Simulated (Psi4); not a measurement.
# singlet [SiClOF2]+ at 3 levels

We compute a comparison of 3 runs (DSD-PBEP86/def2-SVP, HSE06/def2-SVP, wB97X-V/def2-SVP) of singlet [SiClOF2]+. 

Program for the calculation: Psi4 1.11.

5 further runs of the same task are left out: 4 that didn't finish, 1 set aside as unsound or not needed.

## Step 1: The molecule

The species is [SiClOF2]+ (5 atoms), meant as a singlet with charge +1. As SMILES of the parent species, `[O][Si](F)(F)Cl`. The shape is that of a PBE0-D4/def2-TZVP optimisation. That shape belongs to the parent species and isn't relaxed for this state.

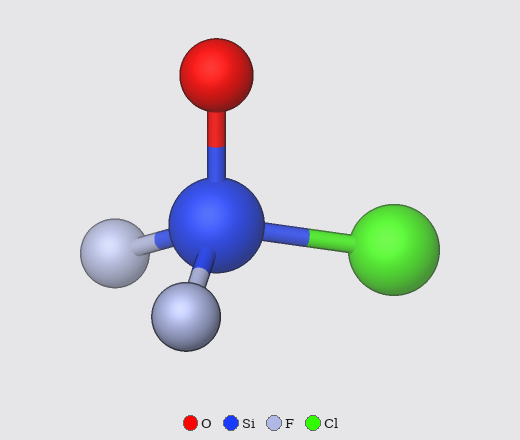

Viewed from a chosen angle; oxygen red, silicon blue, fluorine light blue, chlorine green.

## Step 2: The energy at DSD-PBEP86/def2-SVP (density fitting for correlation) (run 1)

File input.inp:

```
memory 2.2 GB

molecule {
  1 1
  O
  Si 1 1.641182
  F 2 1.569163 1 112.25019
  F 2 1.568974 3 106.34931 1 123.1188
  Cl 2 2.00531 4 111.69319 3 -122.08272
  units angstrom
  symmetry c1
}

set basis def2-SVP
set puream true
set e_convergence 1e-09
set d_convergence 1e-08
set scf_type pk
set dft_radial_points 99
set dft_spherical_points 590
set num_frozen_docc 13

e, wfn = energy('dsd-pbep86', return_wfn=True)
print_variables()
```

The run is started by

```console
$ psi4 -n 1 input.inp input.out
```

input.out:

```text
[...]
  Running in c1 symmetry.
[...]
  Nuclear repulsion =  309.297084517548797
[...]
  Multiplicity = 1
[...]
  Nalpha       = 28
  Nbeta        = 28
[...]
    Number of basis functions: 78
[...]
   @RKS iter   1: -1021.82070341211966    1.83030e-01   1.02633e-02 ADIIS/DIIS
[...]
   @RKS iter  16: -1022.26591565858791   -7.16227e-12   6.75285e-09 DIIS
[...]
    Orbital Energies [Eh]
    ---------------------
    Doubly Occupied:
       1A   -104.004337     2A    -68.256427     3A    -25.982282
       4A    -25.982220     5A    -20.572065     6A    -10.538519
       7A     -8.110132     8A     -8.106208     9A     -8.103609
      10A     -6.250889    11A     -4.447823    12A     -4.446669
      13A     -4.445759    14A     -1.705513    15A     -1.680522
      16A     -1.572933    17A     -1.338568    18A     -0.994457
      19A     -0.923648    20A     -0.915576    21A     -0.882157
      22A     -0.869001    23A     -0.845947    24A     -0.826993
      25A     -0.809775    26A     -0.807902    27A     -0.741460
      28A     -0.737968
[...]
  @RKS Final Energy: -1022.26591565858791
   => Energetics <=
    Nuclear Repulsion Energy =            309.2970845175487966
    One-Electron Energy =               -2017.5315765320169703
    Two-Electron Energy =                 708.1850242257160062
    DFT Exchange-Correlation Energy =     -22.2164478698356156
    Empirical Dispersion Energy =           0.0000000000000000
    VV10 Nonlocal Energy =                  0.0000000000000000
    Total Energy =                      -1022.2659156585879145
[...]
 Multipole Moments:
 ------------------------------------------------------------------------------------
     Multipole            Electronic (a.u.)      Nuclear  (a.u.)        Total (a.u.)
 ------------------------------------------------------------------------------------
 L = 1.  Multiply by 2.5417464519 to convert [e a0] to [Debye]
 Dipole X            :          0.2747897            0.4763844            0.7511741
 Dipole Y            :          0.1597746            0.2766153            0.4363900
 Dipole Z            :          0.3683617           -1.2539002           -0.8855385
 Magnitude           :                                                    1.2405149
[...]
```

Run time: 11 s. Hardware: 1 thread of AMD EPYC 7R43 (Zen 3), shared host; peak memory 0.75 GiB.

## Step 3: Energy and forces at HSE06/def2-SVP (run 2)

File calc.in:

```
memory 2200 mb

molecule mol {
  1 1
  O     -0.173100     0.048700     1.622400
  Si     0.071000    -0.092200     0.005600
  F     -0.374600    -1.493300    -0.542700
  F      1.581700     0.074400    -0.383900
  Cl    -1.055100     1.388700    -0.742800
  symmetry c1
}

set {
  basis def2-SVP
  puream true
  e_convergence 1e-09
  d_convergence 1e-08
  scf_type pk
  dft_radial_points 99
  dft_spherical_points 590
}

e_tot, wfn = gradient('hse06', return_wfn=True)
oeprop(wfn, 'LOWDIN_CHARGES', 'MAYER_INDICES', 'WIBERG_LOWDIN_INDICES', title='HSE06')
```

The run is started by

```console
$ psi4 -n 1 calc.in calc.out
```

calc.out:

```text
[...]
  Running in c1 symmetry.
[...]
  Nuclear repulsion =  309.297036644550076
[...]
  Multiplicity = 1
[...]
  Nalpha       = 28
  Nbeta        = 28
[...]
    Number of basis functions: 78
[...]
   @RKS iter   1: -1022.60621637539407    7.66295e-01   1.27433e-02 ADIIS/DIIS
[...]
   @RKS iter  36: -1023.25848301891324   -7.95808e-13   2.77899e-09 DIIS
[...]
  @RKS Final Energy: -1023.25848301891324
   => Energetics <=
    Nuclear Repulsion Energy =            309.2970366445500758
    One-Electron Energy =               -2018.0312709131983411
    Two-Electron Energy =                 745.2187177462083127
    DFT Exchange-Correlation Energy =     -59.7429664964731302
    Empirical Dispersion Energy =           0.0000000000000000
    VV10 Nonlocal Energy =                  0.0000000000000000
    Total Energy =                      -1023.2584830189132390
[...]
 Multipole Moments:
 ------------------------------------------------------------------------------------
     Multipole            Electronic (a.u.)      Nuclear  (a.u.)        Total (a.u.)
 ------------------------------------------------------------------------------------
 L = 1.  Multiply by 2.5417464519 to convert [e a0] to [Debye]
 Dipole X            :         -0.0596261           -0.5221094           -0.5817355
 Dipole Y            :          0.1748876            0.5355367            0.7104244
 Dipole Z            :         -0.9910644            1.1473129            0.1562485
 Magnitude           :                                                    0.9314143
[...]
  -Total Gradient:
     Atom            X                  Y                   Z
    ------   -----------------  -----------------  -----------------
       1        0.001962445022     0.000313434158    -0.027220461885
       2       -0.020505242016     0.023130709806     0.026050574358
       3        0.012581341462     0.005333323423    -0.003675855228
       4       -0.007641581596    -0.010775570853    -0.005262946909
       5        0.013609364569    -0.017997210848     0.010029157733
[...]
```

Wall time 62 s (1 thread of AMD EPYC 7R43 (Zen 3), shared host); peak memory 0.78 GiB.

## Step 4: The energy at wB97X-V/def2-SVP (run 3)

File clf2osi.json:

```json
{
  "schema_name": "qcschema_input",
  "schema_version": 1,
  "molecule": {
    "schema_name": "qcschema_molecule",
    "schema_version": 2,
    "symbols": ["O", "Si", "F", "F", "Cl"],
    "geometry": [-0.32711159, 0.09202966, 3.06589166, 0.13417055, -0.17423275, 0.01058247, -0.70789141, -2.82192802, -1.02555437, 2.98897981, 0.14059562, -0.72546586, -1.99385003, 2.62426267, -1.40368857],
    "molecular_charge": 1,
    "molecular_multiplicity": 1,
    "fix_symmetry": "c1"
  },
  "driver": "energy",
  "model": {
    "method": "wb97x-v",
    "basis": "def2-SVP"
  },
  "keywords": {
    "puream": true,
    "e_convergence": 1e-09,
    "d_convergence": 1e-08,
    "scf_type": "pk",
    "dft_radial_points": 99,
    "dft_spherical_points": 590
  }
}
```

The run is started by

```console
$ psi4 --qcschema clf2osi.json -n 1 --memory 2200MB
```

stdout:

```text
[...]
  Running in c1 symmetry.
[...]
  Nuclear repulsion =  309.297036903644539
[...]
  Multiplicity = 1
[...]
  Nalpha       = 28
  Nbeta        = 28
[...]
    Number of basis functions: 78
[...]
   @RKS iter   1: -1023.13284953731636    2.31335e-01   1.06561e-02 DIIS/ADIIS
[...]
   @RKS iter  19: -1023.53702089927799   -5.22959e-12   7.37473e-09 DIIS
[...]
    Orbital Energies [Eh]
    ---------------------
    Doubly Occupied:
       1A   -101.867526     2A    -66.537705     3A    -25.017055
       4A    -25.016994     5A    -19.671017     6A     -9.930067
       7A     -7.691903     8A     -7.684765     9A     -7.679211
      10A     -5.787745    11A     -4.143119    12A     -4.141961
      13A     -4.141189    14A     -1.569602    15A     -1.544021
      16A     -1.441805    17A     -1.298405    18A     -0.947207
      19A     -0.870216    20A     -0.866751    21A     -0.866238
      22A     -0.810783    23A     -0.805584    24A     -0.792265
      25A     -0.788553    26A     -0.764365    27A     -0.762432
      28A     -0.750224
[...]
  @RKS Final Energy: -1023.53702089927799
   => Energetics <=
    Nuclear Repulsion Energy =            309.2970369036445391
    One-Electron Energy =               -2017.7922744705429068
    Two-Electron Energy =                 742.8637860081706776
    DFT Exchange-Correlation Energy =     -58.1388705018615823
    Empirical Dispersion Energy =           0.0000000000000000
    VV10 Nonlocal Energy =                  0.2333011613112632
    Total Energy =                      -1023.5370208992779908
[...]
 Multipole Moments:
 ------------------------------------------------------------------------------------
     Multipole            Electronic (a.u.)      Nuclear  (a.u.)        Total (a.u.)
 ------------------------------------------------------------------------------------
 L = 1.  Multiply by 2.5417464519 to convert [e a0] to [Debye]
 Dipole X            :         -0.1934865           -0.5221094           -0.7155959
 Dipole Y            :          0.3282110            0.5355367            0.8637478
 Dipole Z            :         -0.8541360            1.1473129            0.2931769
 Magnitude           :                                                    1.1593491
[...]
```

The result, in JSON:

```text
{
 "driver": "energy",
 "model": {
  "method": "wb97x-v",
  "basis": "def2-SVP"
 },
 "success": true,
 "return_result": -1023.537020899278,
 "properties": {
  "calcinfo_nbasis": 78,
  "calcinfo_nmo": 78,
  "calcinfo_nalpha": 28,
  "calcinfo_nbeta": 28,
  "calcinfo_natom": 5,
  "nuclear_repulsion_energy": 309.29703690364454,
  "return_energy": -1023.537020899278,
  "scf_one_electron_energy": -2017.792274470543,
  "scf_two_electron_energy": 742.8637860081707,
  "scf_vv10_energy": 0.23330116131126322,
  "scf_xc_energy": -58.13887050186158,
  "scf_dipole_moment": [-0.7155958946374762, 0.8637477768184403, 0.2931768765483813],
  "scf_total_energy": -1023.537020899278,
  "scf_iterations": 19
 }
}
```

Run time: 77 s. Hardware: 1 thread of AMD EPYC 7R43 (Zen 3), shared host; peak memory 0.8 GiB.

## Step 5: All runs side by side

| run | level | task | fitting correlation | energy (Eh) | HOMO energy (eV) | LUMO energy (eV) | HOMO–LUMO gap (eV) | wall time |
| --- | --- | --- | --- | --- | --- | --- | --- | --- |
| 1 | DSD-PBEP86/def2-SVP (density fitting for correlation) | energy | density fitting | -1022.678937 | -20.08 | -14.12 | 5.96 | 11 s |
| 2 | HSE06/def2-SVP | gradient | – | -1023.258483 | -17.11 | -16.57 | 0.54 | 62 s |
| 3 | wB97X-V/def2-SVP | energy | – | -1023.537021 | -20.41 | -14.22 | 6.20 | 77 s |

## Step 6: What came out

```
            quantity           value
 run 3: total energy  -1023.53702 Eh
  run 3: HOMO energy       -20.41 eV
  run 3: LUMO energy       -14.22 eV
run 3: HOMO–LUMO gap         6.20 eV
```

The HOMO–LUMO gap runs from 0.54 eV (HSE06/def2-SVP) to 6.20 eV (wB97X-V/def2-SVP). Totals of different functionals can't be ranked against each other. All runs together took 2.5 min, the longest 77 s.
